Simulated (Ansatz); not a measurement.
# F− with AlF3: superposition error and deformation, part 2 of 2

Ansatz 0.2.0, Gaussian basis. Earlier steps stand in the parts before.

**11. B3LYP-D4/def2-TZVPPD**

File free-b/in.yaml:

```yaml
crystal:
  periodic: [false, false, false]
  atoms:
    - {symbol: F, position_ang: [1.217210, -1.128086, 0.278669]}
    - {symbol: Al, position_ang: [0.121518, 0.071387, 0.398012]}
    - {symbol: F, position_ang: [0.535419, 1.595358, -0.001641]}
    - {symbol: F, position_ang: [-1.388055, -0.253097, 0.917069]}
basis:
  gaussian: {orbitals: "def2-TZVPPD.json"}
hamiltonian: {xc: {name: B3LYP}, dispersion: d4}
```

Launch:

```sh
$ ansatz run in.yaml --threads 4 --pin off --events-out ev --progress --plain --max-ram 9574MiB
```

The program printed:

```text
Functional definition: B3LYP
  name "B3LYP"
  cite "Stephens, Devlin, Chabalowski & Frisch, J. Phys. Chem. 98, 11623 (1994) doi:10.1021/j100096a001"
  cite "Becke, Phys. Rev. A 38, 3098 (1988) doi:10.1103/PhysRevA.38.3098"
  cite "Lee, Yang & Parr, Phys. Rev. B 37, 785 (1988) doi:10.1103/PhysRevB.37.785"
  cite "Vosko, Wilk & Nusair, Can. J. Phys. 58, 1200 (1980) doi:10.1139/p80-159"
  parameter a0 = 0.2
  parameter ax = 0.72
  parameter ac = 0.81
  exchange = (1 - a0 - ax)*slater_x + ax*b88_x + a0*exact_x
  correlation = (1 - ac)*vwn_rpa_c + ac*lyp_c
899 factors; their error is unknown
mean field evaluation 1: about -14752.1456 eV, gradient 6.7e1 eV
mean field evaluation 2: about -14737.6515 eV, gradient 1.2e2 eV
mean field evaluation 4: about -14758.3644 eV, gradient 7.1e-1 eV
mean field evaluation 8: about -14758.4026 eV, gradient 5.2e-2 eV
mean field -14758.40257338 eV, -542.3612909670 hartree, gradient 4.5e-5 eV, S^2 0.000000; 0 other end points of the search recorded, 0 dependent functions left out
reference -14758.40282942 eV, -542.3613003765 hartree; 20, 20 occupied and 148, 148 virtual orbitals, 899 factors
Total energy: -14758.49008944 eV, -542.3645071229 hartree
```

Run time: 1.4 s. Hardware: 4 threads of Arm Neoverse V1, shared host.

**12. wB97X-V/def2-TZVPPD**

Changes to free-b/in.yaml since step 11:

```diff
@@ -9,2 +9,2 @@
   gaussian: {orbitals: "def2-TZVPPD.json"}
-hamiltonian: {xc: {name: B3LYP}, dispersion: d4}
+hamiltonian: {xc: {name: wB97X-V}}
```

Launch:

```sh
$ ansatz run in.yaml --threads 4 --pin off --events-out ev --progress --plain --max-ram 9574MiB
```

The program printed (excerpt; [...] marks lines left out):

```text
[... 5 set-up lines as earlier in the session ...]
[...]
      + integral(e_c_pw_opposite_spin*poly(b97_u_opposite, cos0, cos1)) + vv10(b, c)
899 factors; their error is unknown
236 factors; integrals over basis functions are off by at most 2.7e-5 eV
[...]
mean field -14753.83827370 eV, -542.1935560476 hartree, gradient 1.3e-5 eV, S^2 0.000000; 0 other end points of the search recorded, 0 dependent functions left out
reference -14753.83827109 eV, -542.1935559517 hartree; 20, 20 occupied and 148, 148 virtual orbitals, 899 factors
Total energy: -14753.83827109 eV, -542.1935559517 hartree
```

Run time: 2.9 s. Hardware: 4 threads of Arm Neoverse V1, shared host.

**13. wB97M-V/def2-TZVPPD**

Changes to free-b/in.yaml since step 12:

```diff
@@ -9,2 +9,2 @@
   gaussian: {orbitals: "def2-TZVPPD.json"}
-hamiltonian: {xc: {name: wB97X-V}}
+hamiltonian: {xc: {name: wB97M-V}}
```

Launch:

```sh
$ ansatz run in.yaml --threads 4 --pin off --events-out ev --progress --plain --max-ram 9574MiB
```

The program printed (excerpt; [...] marks lines left out):

```text
[... 5 set-up lines as earlier in the session ...]
  # Of w^i u^j: cxij and so on, Table III.
[...]
  gx(w, u) = 1 - cx + cx01*u + cx10*w
  gss(w, u) = css00 + css04*u^4 + css10*w + css20*w^2 + css43*w^4*u^3
  gos(w, u) = cos00 + cos10*w + (cos20 + cos21*u)*w^2 + (cos60 + cos61*u)*w^6
[...]
      + integral(e_c_pw_mod_opposite_spin*gos(b97_w_opposite, b97_u_opposite)) + vv10(b, c)
892 factors; their error is unknown
236 factors; integrals over basis functions are off by at most 2.7e-5 eV
[...]
mean field -14755.59218587 eV, -542.2580111312 hartree, gradient 8.8e-5 eV, S^2 0.000000; 0 other end points of the search recorded, 0 dependent functions left out
reference -14755.59224997 eV, -542.2580134866 hartree; 20, 20 occupied and 148, 148 virtual orbitals, 892 factors
Total energy: -14755.59224997 eV, -542.2580134866 hartree
```

Wall time 3.3 s (4 threads of Arm Neoverse V1, shared host).

**14. B2PLYP/def2-TZVPPD**

Changes to free-b/in.yaml since step 13:

```diff
@@ -9,2 +9,2 @@
   gaussian: {orbitals: "def2-TZVPPD.json"}
-hamiltonian: {xc: {name: wB97M-V}}
+hamiltonian: {xc: {name: B2PLYP}}
```

Launch:

```sh
$ ansatz run in.yaml --threads 4 --pin off --events-out ev --progress --plain --max-ram 9574MiB
```

The program printed (excerpt; [...] marks lines left out):

```text
[... 5 set-up lines as earlier in the session ...]
[...]
1048 factors; integrals over basis functions are off by at most 1.0e-3 eV
[...]
mean field -14743.49054623 eV, -541.8132840772 hartree, gradient 3.0e-6 eV, S^2 0.000000; 0 other end points of the search recorded, 0 dependent functions left out
8 core orbitals not correlated: weight in the atoms' cores, before any rotation towards them, 1.000 or more for the frozen orbitals, at most 0.000 for the correlated occupied ones
reference -14743.49070360 eV, -541.8132898603 hartree; 12, 12 occupied and 148, 148 virtual orbitals, 1048 factors
second order -26.72923892 eV of doubles, -0.00000000 eV of singles
Total energy: -14750.70759811 eV, -542.0785058417 hartree
```

It took 2.1 s on 4 threads of Arm Neoverse V1, shared host.

**15. BLYP-D4/def2-TZVPPD**

Changes to free-b/in.yaml since step 14:

```diff
@@ -9,2 +9,2 @@
   gaussian: {orbitals: "def2-TZVPPD.json"}
-hamiltonian: {xc: {name: B2PLYP}}
+hamiltonian: {xc: {name: BLYP}, dispersion: d4}
```

Launch:

```sh
$ ansatz run in.yaml --threads 4 --pin off --events-out ev --progress --plain --max-ram 9574MiB
```

The program printed (excerpt; [...] marks lines left out):

```text
Functional definition: BLYP
  name "BLYP"
[... 2 set-up lines as earlier in the session ...]
  parameter beta = 0.0042
  parameter a = 0.04918
  parameter b = 0.132
  parameter c = 0.2533
  parameter d = 0.349
  exchange = b88_x(beta = beta)
  correlation = lyp_c(a = a, b = b, c = c, d = d)
892 factors; their error is unknown
mean field evaluation 1: about -14749.8571 eV, gradient 7.5e1 eV
mean field evaluation 2: about -14711.2546 eV, gradient 1.8e2 eV
mean field evaluation 4: about -14757.5043 eV, gradient 1.9e0 eV
mean field evaluation 8: about -14757.5099 eV, gradient 7.9e-3 eV
mean field -14757.50992468 eV, -542.3284867326 hartree, gradient 1.4e-5 eV, S^2 0.000000; 0 other end points of the search recorded, 0 dependent functions left out
reference -14757.51026410 eV, -542.3284992058 hartree; 20, 20 occupied and 148, 148 virtual orbitals, 892 factors
Total energy: -14757.62981312 eV, -542.3328925513 hartree
```

Wall time 1.1 s (4 threads of Arm Neoverse V1, shared host).

**16. revPBE-D4/def2-TZVPPD**

Changes to free-b/in.yaml since step 15:

```diff
@@ -9,2 +9,2 @@
   gaussian: {orbitals: "def2-TZVPPD.json"}
-hamiltonian: {xc: {name: BLYP}, dispersion: d4}
+hamiltonian: {xc: {name: revPBE}, dispersion: d4}
```

Launch:

```sh
$ ansatz run in.yaml --threads 4 --pin off --events-out ev --progress --plain --max-ram 9574MiB
```

The program printed (excerpt; [...] marks lines left out):

```text
Functional definition: revPBE
  name "revPBE"
  cite "Zhang & Yang, Phys. Rev. Lett. 80, 890 (1998) doi:10.1103/PhysRevLett.80.890"
[... 1 set-up line as earlier in the session ...]
  parameter kappa = 1.245
[... 3 set-up lines as earlier in the session ...]
892 factors; their error is unknown
mean field evaluation 1: about -14746.4302 eV, gradient 7.1e1 eV
mean field evaluation 2: about -14716.5063 eV, gradient 1.6e2 eV
mean field evaluation 4: about -14753.2673 eV, gradient 1.6e0 eV
mean field evaluation 8: about -14753.2693 eV, gradient 1.4e-2 eV
mean field -14753.26930442 eV, -542.1726468122 hartree, gradient 5.7e-5 eV, S^2 0.000000; 0 other end points of the search recorded, 0 dependent functions left out
reference -14753.26937043 eV, -542.1726492381 hartree; 20, 20 occupied and 148, 148 virtual orbitals, 892 factors
Total energy: -14753.42989020 eV, -542.1785482310 hartree
```

Wall time 0.85 s (4 threads of Arm Neoverse V1, shared host).

**17. B97M-V/def2-TZVPPD**

Changes to free-b/in.yaml since step 16:

```diff
@@ -9,2 +9,2 @@
   gaussian: {orbitals: "def2-TZVPPD.json"}
-hamiltonian: {xc: {name: revPBE}, dispersion: d4}
+hamiltonian: {xc: {name: B97M-V}}
```

Launch:

```sh
$ ansatz run in.yaml --threads 4 --pin off --events-out ev --progress --plain --max-ram 9574MiB
```

The program printed (excerpt; [...] marks lines left out):

```text
[... 5 set-up lines as earlier in the session ...]
  # Of w^i u^j: cxij and so on, Table III.
[...]
  gx(w, u) = cx00 + cx01*u + cx02*u^2 + (cx10 + cx11*u)*w
  gss(w, u) = css00 + css02*u^2 + css10*w + (css32*w^3 + css42*w^4)*u^2
  gos(w, u) = cos00 + cos01*u + cos03*u^3 + cos10*w + cos32*w^3*u^2
[...]
      + integral(e_c_pw_mod_opposite_spin*gos(b97_w_opposite, b97_u_opposite)) + vv10(b, c)
892 factors; their error is unknown
[...]
mean field -14753.15587757 eV, -542.1684784523 hartree, gradient 1.1e-5 eV, S^2 0.000000; 0 other end points of the search recorded, 0 dependent functions left out
reference -14753.15595405 eV, -542.1684812630 hartree; 20, 20 occupied and 148, 148 virtual orbitals, 892 factors
Total energy: -14753.15595405 eV, -542.1684812630 hartree
```

It took 2.9 s on 4 threads of Arm Neoverse V1, shared host.

**18. HSE06-D4/def2-TZVPPD**

Changes to free-b/in.yaml since step 17:

```diff
@@ -9,2 +9,2 @@
   gaussian: {orbitals: "def2-TZVPPD.json"}
-hamiltonian: {xc: {name: B97M-V}}
+hamiltonian: {xc: hse06, dispersion: d4}
```

Launch:

```sh
$ ansatz run in.yaml --threads 4 --pin off --events-out ev --progress --plain --max-ram 9574MiB
```

The program printed (excerpt; [...] marks lines left out):

```text
Functional definition: HSE06
  name "HSE06"
  cite "Heyd, Scuseria & Ernzerhof, J. Chem. Phys. 118, 8207 (2003) doi:10.1063/1.1564060"
  cite "Krukau, Vydrov, Izmaylov & Scuseria, J. Chem. Phys. 125, 224106 (2006) doi:10.1063/1.2404663"
  cite "Heyd & Scuseria, J. Chem. Phys. 120, 7274 (2004) doi:10.1063/1.1668634"
  cite "Ernzerhof & Perdew, J. Chem. Phys. 109, 3313 (1998) doi:10.1063/1.476928"
[... 2 set-up lines as earlier in the session ...]
[...]
  # The whole range is PBE's own exchange, as in plane waves. The composition of these papers is wPBEh.
[...]
902 factors; their error is unknown
66 factors; integrals over basis functions are off by at most 7.9e-6 eV
[...]
mean field -14746.31382743 eV, -541.9170377477 hartree, gradient 6.1e-5 eV, S^2 0.000000; 0 other end points of the search recorded, 0 dependent functions left out
reference -14746.31388095 eV, -541.9170397144 hartree; 20, 20 occupied and 148, 148 virtual orbitals, 902 factors
Total energy: -14746.35514023 eV, -541.9185559651 hartree
```

Run time: 1.2 s. Hardware: 4 threads of Arm Neoverse V1, shared host.

**19. CCSD(T)/def2-TZVPPD**

Changes to free-b/in.yaml since step 18:

```diff
@@ -9,2 +9,2 @@
   gaussian: {orbitals: "def2-TZVPPD.json"}
-hamiltonian: {xc: hse06, dispersion: d4}
+correlation: {method: ccsd_t}
```

Launch:

```sh
$ ansatz run in.yaml --threads 4 --pin off --events-out ev --progress --plain --max-ram 9574MiB
```

The program printed (excerpt; [...] marks lines left out):

```text
[... 4 set-up lines as earlier in the session ...]
[...]
1048 factors; integrals over basis functions are off by at most 1.0e-3 eV
[...]
mean field -14711.02405397 eV, -540.6201624931 hartree, gradient 3.3e-6 eV, S^2 0.000000; 0 other end points of the search recorded, 0 dependent functions left out
8 core orbitals not correlated: weight in the atoms' cores, before any rotation towards them, 1.000 or more for the frozen orbitals, at most 0.000 for the correlated occupied ones
reference -14711.02405397 eV, -540.6201624931 hartree; 12, 12 occupied and 148, 148 virtual orbitals, 1048 factors
second order -22.58581528 eV of doubles, -0.00000000 eV of singles
cycle   1  -22.02814856 eV  change    5.6e-1 eV  update   9.9e-2
[...]
cycle   9  -22.52249683 eV  change    1.9e-6 eV  update   6.7e-6
perturbative correction -0.63526376 eV, -0.0233455127 hartree
Total energy: -14734.18181456 eV, -541.4711944978 hartree
```

Run time: 8 s. Hardware: 4 threads of Arm Neoverse V1, shared host; peak memory 1 GiB.

**20. The split**

| method | interaction with counterpoise (meV) | without | superposition error | deformation | binding energy |
| --- | --- | --- | --- | --- | --- |
| PBE-D4 | -5579 | -5598 | 19 | 905 | -4674 |
| revPBE-D4 | -5441 | -5461 | 21 | 881 | -4560 |
| BLYP-D4 | -5475 | -5495 | 20 | 896 | -4579 |
| r2SCAN-D4 | -5992 | -6006 | 14 | 1016 | -4977 |
| B97M-V | -5960 | -5971 | 11 | 1051 | -4909 |
| PBE0-D4 | -5965 | -5978 | 13 | 1051 | -4914 |
| B3LYP-D4 | -5842 | -5856 | 14 | 1023 | -4819 |
| HSE06-D4 | -5961 | -5974 | 13 | 1051 | -4911 |
| wB97X-V | -5947 | -5959 | 12 | 1030 | -4917 |
| wB97M-V | -5928 | -5940 | 11 | 1021 | -4907 |
| B2PLYP | -5845 | -5879 | 34 | 1043 | -4802 |
| Hartree-Fock | -6393 | -6405 | 11 | 1276 | -5118 |
| MP2 | -5839 | -5922 | 84 | 1049 | -4790 |
| CCSD | -6030 | -6109 | 79 | 1106 | -4924 |
| CCSD(T) | -5937 | -6024 | 87 | 1068 | -4869 |

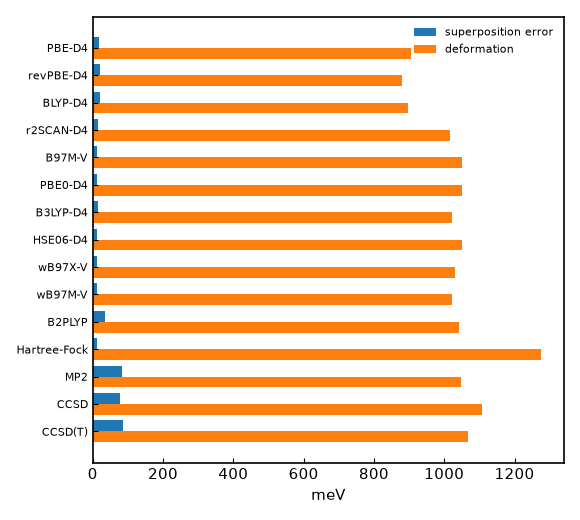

Superposition error and deformation energy by method.

**21. What came out**

What follows sums up all 2 parts.

| quantity | value |
| --- | --- |
| interaction, CCSD(T) | -5937 meV |
| superposition error | 87 meV |
| deformation | 1068 meV |
| binding energy | -4869 meV |

In words: In this basis the superposition error is 87 meV for CCSD(T) and 15 meV on average for the plain functionals: correlated methods borrow far more, since they need many more functions to converge. Deformation takes back 18 % of the interaction.
